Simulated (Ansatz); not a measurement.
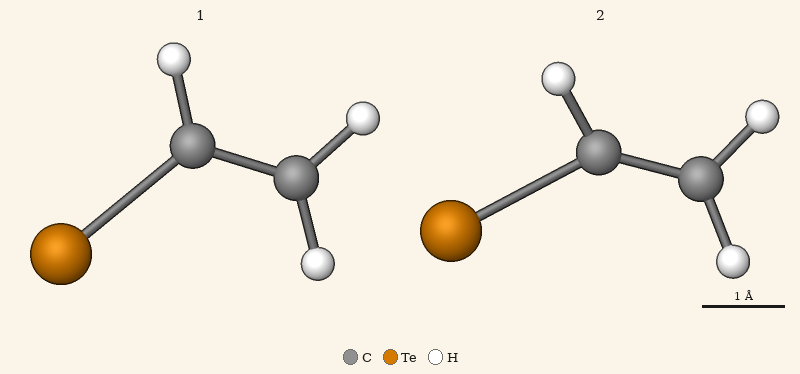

Two geometries of C2H3Te (multiplicity 2), drawn at one scale. One is the start of a relaxation, the other its converged end. The picture is a ball-and-stick view, seen face on.

Method: UKS PBE0/def2-SVP (Ansatz). (collinear spin; force threshold 0.02 eV/Å; at most 50 steps)

Which geometry has the lower energy?

Answer. Structure 1 is the relaxed one. The run prepares an end point of a later path (hydrogen shift) calculation, from a guessed geometry. Over 6 geometry steps the energy falls by 68.2 kJ/mol. The largest force component goes from 2.1 to 0.019 eV/Å. An H atom moves most after the best rigid fit: 0.34 Å. By element the largest moves are H 0.34 Å, Te 0.31 Å, C 0.13 Å. Some distances before and after: H–Te 2.303 → 2.761 Å, C–C 1.303 → 1.343 Å, C–Te 2.050 → 2.089 Å, C–H 1.081 → 1.096 Å. Bond angles that change, for instance: Te–C–H 88.9° → 116.8°, C–C–Te 137.2° → 123.1°, C–C–H 133.1° → 120.2°.
